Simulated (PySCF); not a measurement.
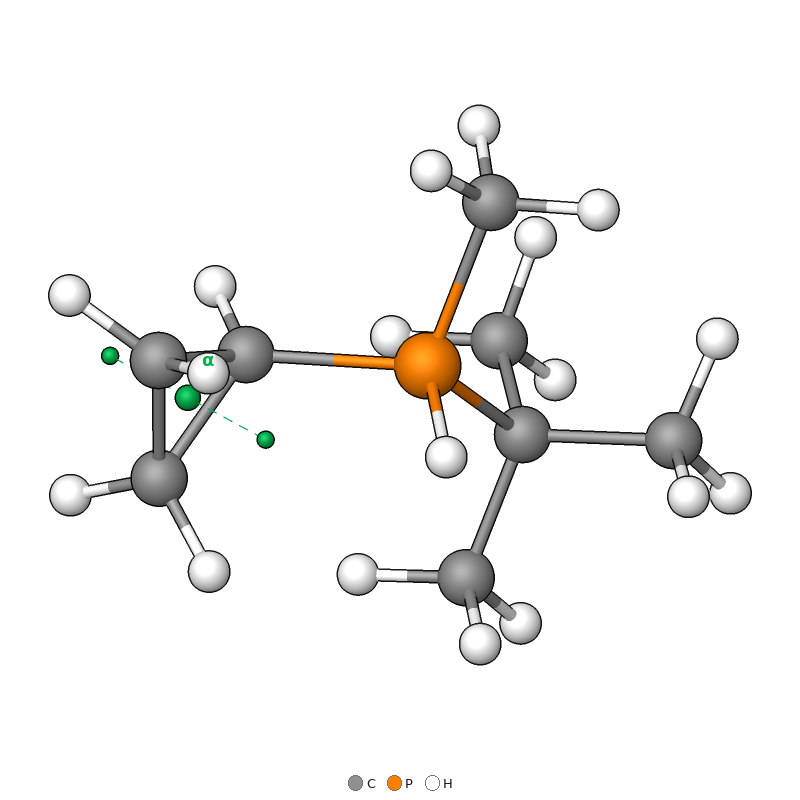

The small points mark where nucleus-independent chemical shifts (NICS) were computed: at the centre of each lettered ring and 1 Å above and below it. Charge +1, singlet. The computed structure is the end point of a GFN2-xTB optimisation. No frequency run is at hand to confirm it as a minimum. Level of theory: GIAO PBE0/pcSseg-1 NMR shielding, non-relativistic, gas phase (PySCF 2.14.0).

Give NICS(0), NICS(1) and the out-of-plane component NICS(1)zz for each ring (means of the two sides).

```csv
ring,members,NICS(0),NICS(1),NICS(1)zz
α,C3,−44.5,−8.7,−22.6
```

Values in ppm.

The geometry is semi-empirical. Around P such bond lengths and angles can be off by a tenth of an ångström or more and by several degrees, and values that hang on the shape move with them.
